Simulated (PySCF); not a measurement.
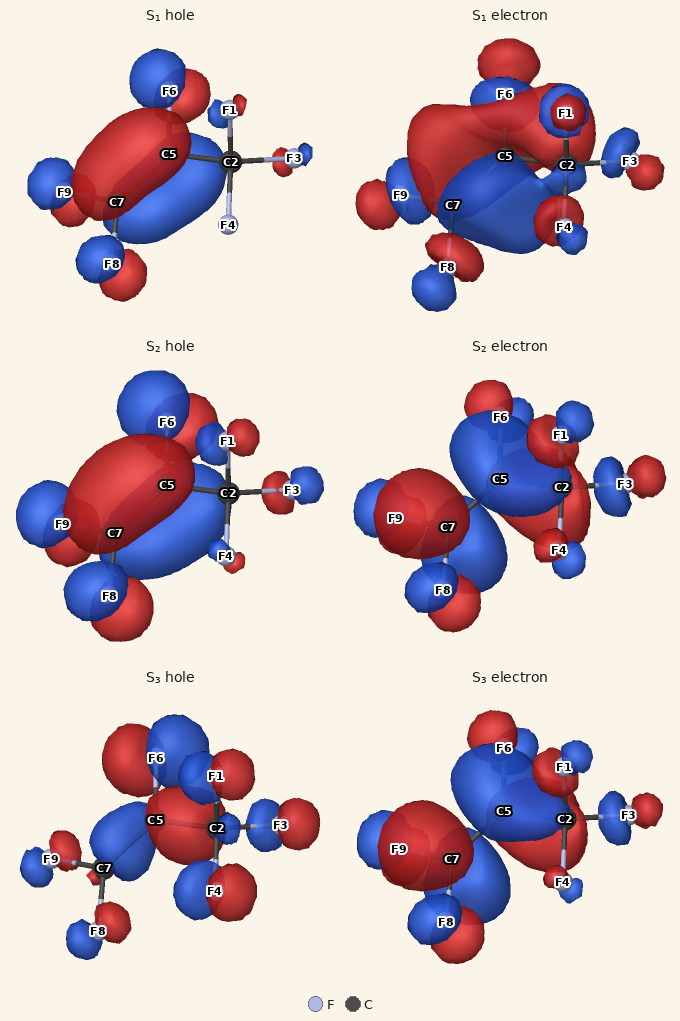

C3F6, SMILES `FC(F)(F)C(F)=C(F)F`. Leading natural transition orbitals (TDA singlet states).

Level of theory: PBE0/def2-SVP (PySCF), at a geometry from GFN2-xTB. No frequency check shows the geometry to be a minimum. Without diffuse functions Rydberg states are missing, so the states' numbers hold for this basis only.

Q: Describe these excited states.

A: By state:
- S₁: 7.21 eV (172 nm), f = 0.003; the leading pair carries 100 %; hole on C5 (34 %), C7 (27 %) and F6 (15 %), electron on C5 (28 %), C7 (21 %) and F6 (17 %); their centroids lie 0.3 Å apart.
- S₂: 8.46 eV (147 nm), f = 0.568 (bright); the leading pair carries 93 %; hole on C5 (29 %), C7 (22 %) and F6 (20 %), electron on C7 (33 %), C5 (25 %) and C2 (11 %); their centroids lie 0.4 Å apart.
- S₃: 9.24 eV (134 nm), f = 0.005; the leading pair carries 97 %; hole on F6 (33 %), C5 (16 %) and F4 (11 %), electron on C7 (37 %), C5 (29 %) and F8 and F9 (8 % each); their centroids lie 1.0 Å apart.
